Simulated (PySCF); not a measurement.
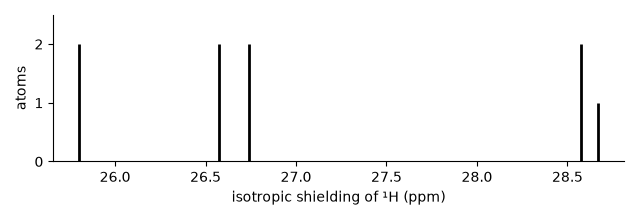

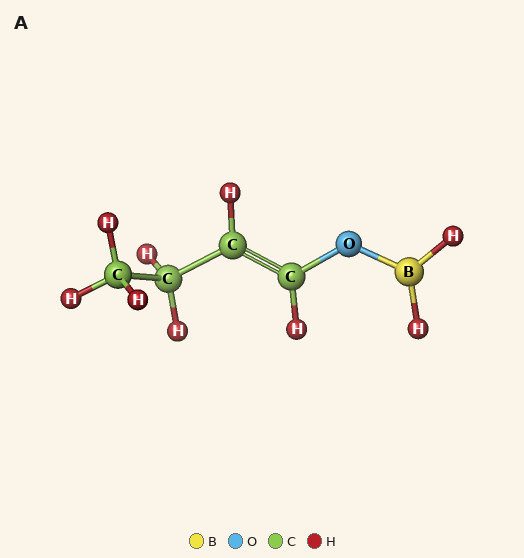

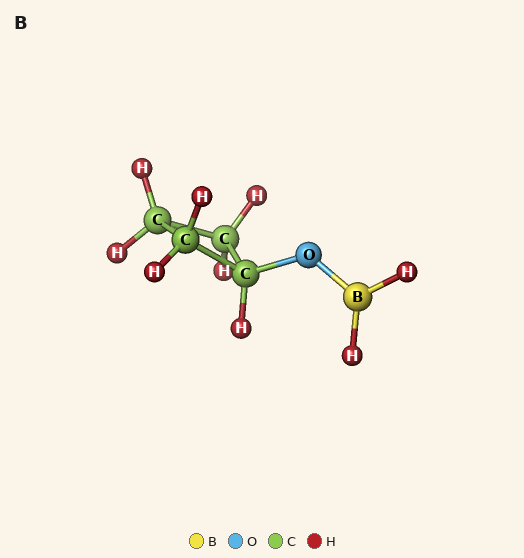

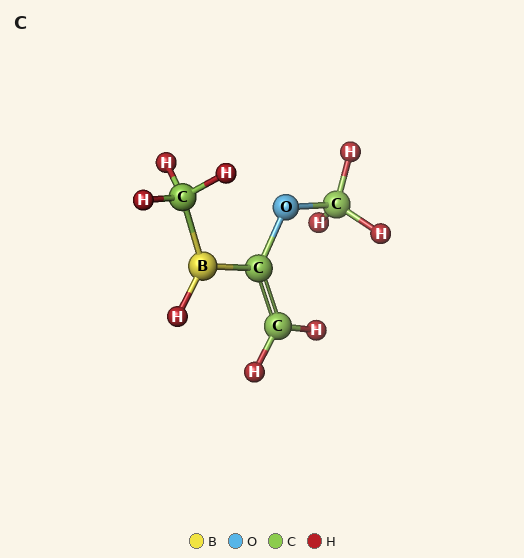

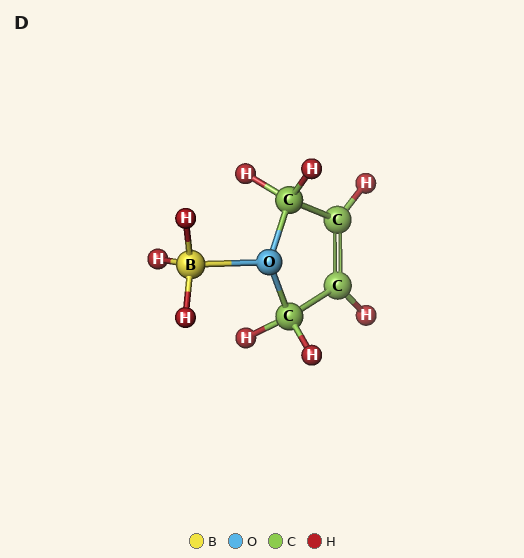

The sticks are computed shieldings of one of the molecules, for one fixed geometry (GFN2-xTB) without averaging over rotations. Low shielding means a high chemical shift. Method: GIAO PBE0/pcSseg-1 NMR shielding, non-relativistic, gas phase (PySCF 2.14.0).

> Match the spectrum to a structure.

D, `[BH3-][O+]1CC=CC1`. Its 9 H atoms give lines at 25.80 (2 atoms), 26.57 (2 atoms), 26.74 (2 atoms), 28.57 (2 atoms), 28.67 ppm.

The geometry is semi-empirical. Around B such bond lengths and angles can be off by a tenth of an ångström or more and by several degrees, and values that hang on the shape move with them.
